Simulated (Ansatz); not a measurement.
## Electronic structure of Al2BCl2H in real space

The calculation's input:

```
crystal:
  periodic: [false, false, false]
  atoms:
    - {symbol: Al, position_ang: [-1.315822, 0.288310, 0.766555]}
    - {symbol: Al, position_ang: [1.240143, 0.886977, -0.290566]}
    - {symbol: B, position_ang: [-0.557500, 0.450127, -1.096346]}
    - {symbol: Cl, position_ang: [-2.221372, -0.769647, 2.365353]}
    - {symbol: Cl, position_ang: [3.294981, 0.522411, 0.083840]}
    - {symbol: H, position_ang: [-1.000110, 1.457601, -1.595976]}
basis:
  gaussian:
    orbitals: def2-TZVPD
total_charge: 0
hamiltonian:
  xc: {name: PBE0}
output:
  forces: true
  orbitals: {seedname: orbitals}
```

Run with:

```sh
ansatz run input.yaml --threads 1 --pin off --max-ram 2610MiB --events-out events.jsonl --progress --plain --runs-dir runs
```

Geometry: B3LYP/6-31G*.

All numbers below come from isolated molecule in a Gaussian basis; Kohn-Sham density functional theory, functional PBE0 in Ansatz 0.2.0.

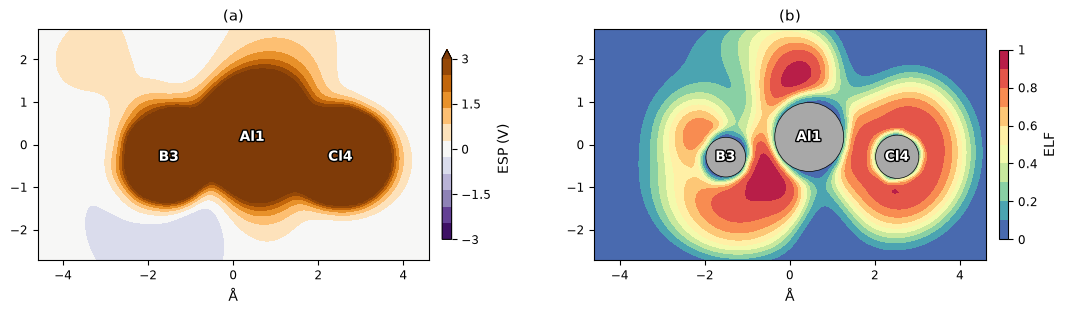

Figure 1. (a) molecular electrostatic potential; (b) electron localisation function on the plane of atoms B3, Al1 and Cl4. Grey discs cover the atomic cores in the ELF map.

Q: What do the fields say about this system?

A: Atoms in the plane: Al, B and Cl. Al–B (2.02 Å): the ELF peaks at about 0.85 in the valence shell of B, 0.9 Å from its nucleus, and is about 0.80 at the midpoint. Al–Cl (2.12 Å): the ELF peaks at about 0.85 in the valence shell of Cl, 0.9 Å from its nucleus, and is about 0.80 at the midpoint. The ELF also peaks beside Cl4 and Al1, away from the bonds: lone-pair regions. Outside the dense part of the molecule the potential is most negative (−0.7 V) near H6, which lies off the plane.

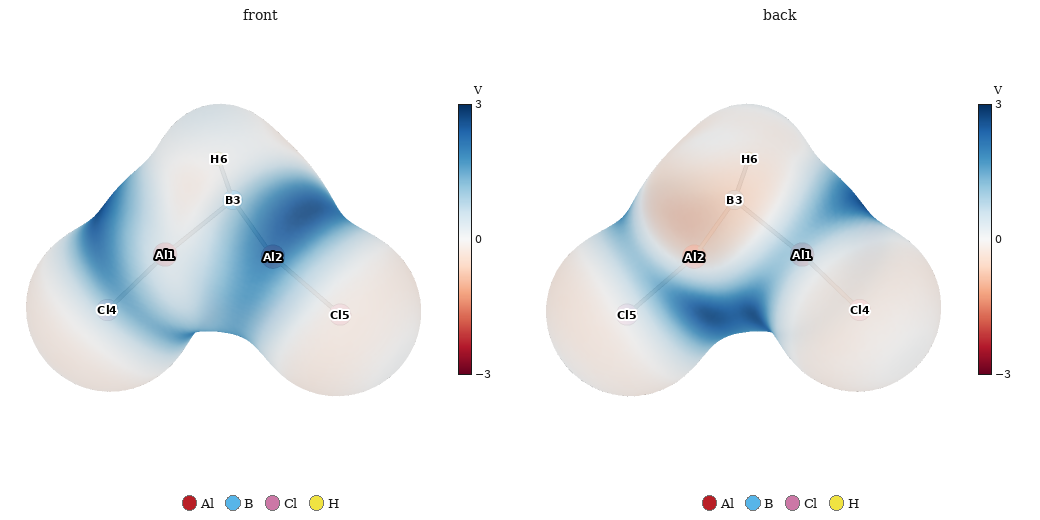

Figure 2. The molecular electrostatic potential painted on the density surface at 0.002 e/bohr³, seen from the front and from behind; the colour scale runs from red (negative) to blue (positive).

Q: Which sites attract a positive test charge, and which a negative one?

A: A positive charge is drawn to the negative regions and a negative charge to the positive ones. The most negative region (about −0.7 V) lies over H6, the most positive (about +2.6 V) over Al1 and Al2.

Q: What dipole moment does the calculation give?

A: Its dipole moment is 1.37 D.

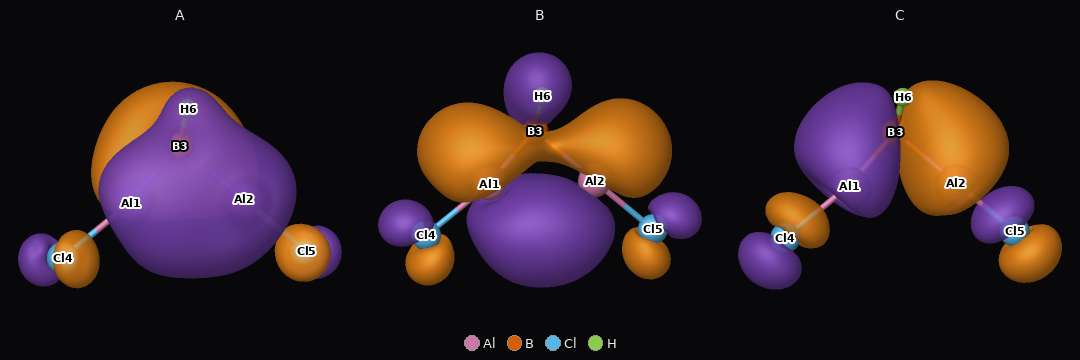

Figure 3. Three frontier orbitals at ±0.06 Å⁻³ᐟ² (orange and purple are the two phases), in no order.

Q: Order the three orbitals by energy and name them.

A: C is the HOMO−1 (−7.60 eV). By Hirshfeld shares it lies mainly on B3 (about 35 %), Al1 (about 25 %), Al2 (about 25 %), Cl4 (about 5 %) and Cl5 (about 5 %). A is the HOMO (−6.20 eV). It lies mainly on B3 (about 40 %), Al1 (about 25 %) and Al2 (about 25 %). B is the LUMO (−2.39 eV). It lies mainly on Al1 (about 35 %), Al2 (about 35 %) and B3 (about 10 %).

Q: What is the HOMO–LUMO gap?

A: 3.81 eV between the orbital energies.
